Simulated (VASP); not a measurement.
Band structure of Ni$_{3}$Al (L1_2). Calculation: PBE GGA with D3 dispersion (Becke-Johnson damping), VASP's PBE PAW potentials (set 64) (plane waves; VASP).

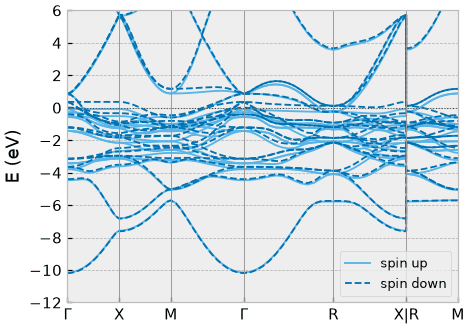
*Bands along high-symmetry lines, zero at the valence-band maximum or, without a gap, the Fermi level*

Q: Read the plot: is there a gap, and where are the band edges?

A: It has no gap at this level: it comes out as a metal or semimetal. (Edges off the drawn lines would not show.)

The compound is Ni3Al in the L1_2 structure. It was relaxed first.
